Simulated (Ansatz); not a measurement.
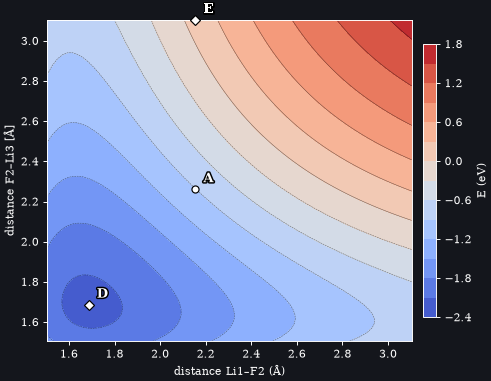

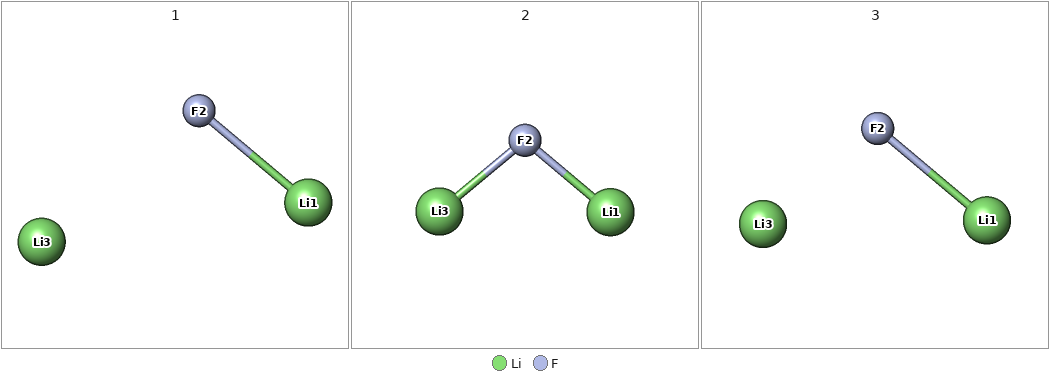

The system Li⁺ + FLi. The first coordinate is: distance Li1–F2; the second: distance F2–Li3. Nothing is relaxed (the angle Li1–F2–Li3 is fixed at 100 degrees). Grid: 17 × 17 points; 153 points were computed and 136 follow by symmetry. Energies: eV, counted from Li with charge +1 far from the relaxed FLi (each part in its own basis). Method: Ansatz, RHF/def2-TZVPD.

Drawn: filled contours, lettered points. Between grid points the surface is interpolated. The numbered pictures are the structures at these points, in random order.

Question: Which structure belongs to which point?

Answer: A is structure 3: distance Li1–F2 = 2.154 Å, distance F2–Li3 = 2.261 Å, −0.91 eV; D is structure 2: distance Li1–F2 = 1.686 Å, distance F2–Li3 = 1.686 Å, −2.17 eV; E is structure 1: distance Li1–F2 = 2.154 Å, distance F2–Li3 = 3.104 Å, 0.10 eV.
